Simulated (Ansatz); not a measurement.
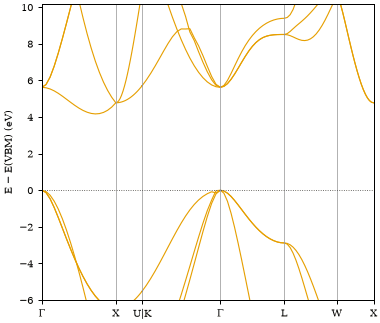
Band structure from the program Ansatz at the LDA level (PAW)

Question: Read off the gap and where the band edges lie.

Answer: About 4.2 eV (4.17 eV by a search for the band edges); maximum at Γ, minimum on the Γ–X line, 73 % of the way from Γ.

The material is C (diamond, space group No. 227).

Space group Fd-3m (diamond). The LDA relaxation kept the symmetry of its start.

Potentials: the later of the program's two PAW sets.
